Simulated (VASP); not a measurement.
Band structure of Ga$_{2}$Cu (space group P4/mmm). Method: LDA (Ceperley-Alder, Perdew-Zunger), VASP's LDA PAW potentials (set 64) (plane waves; VASP).

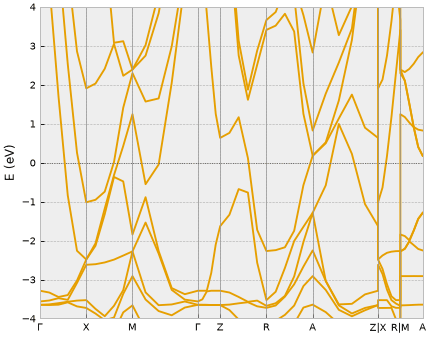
Fig. 1. Bands along high-symmetry lines, zero at the valence-band maximum or, without a gap, the Fermi level

Q: Read the plot: is there a gap, and where are the band edges?

A: It has no gap at this level: it comes out as a metal or semimetal.

The structure comes from a computed database's Ga2Cu entry (P4/mmm); how it stands against other phases isn't given here. The cell was not relaxed at this level. The electron count is odd and the run is not spin-polarised, which forces a metal.
